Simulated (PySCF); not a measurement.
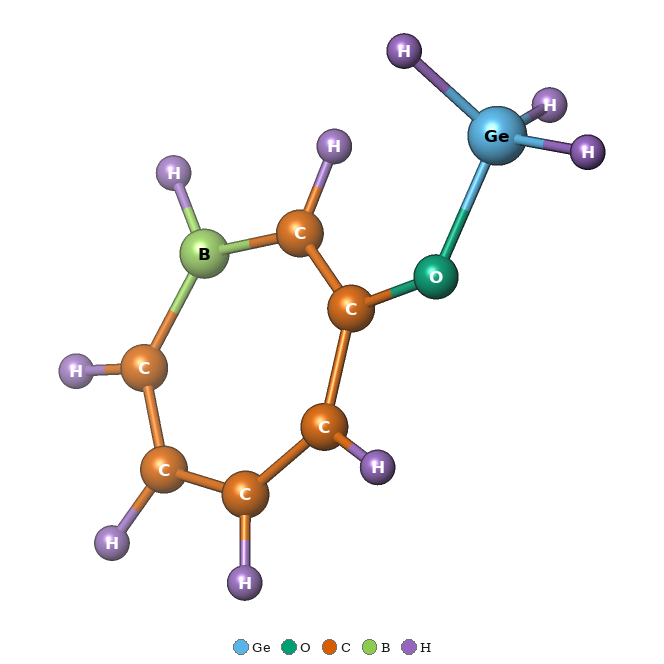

Depth is shown by fading: the farther an atom, the more it takes the colour of the background. The computed structure is the end point of a PBE0-D3(BJ)/def2-SVP optimisation. No frequency run is at hand to confirm it as a minimum.

Q: Which symmetry elements does this geometry have?

A: It has 1 mirror plane, so the point group is Cs. The group has 2 operations. The geometry is achiral, and symmetry allows a dipole moment.
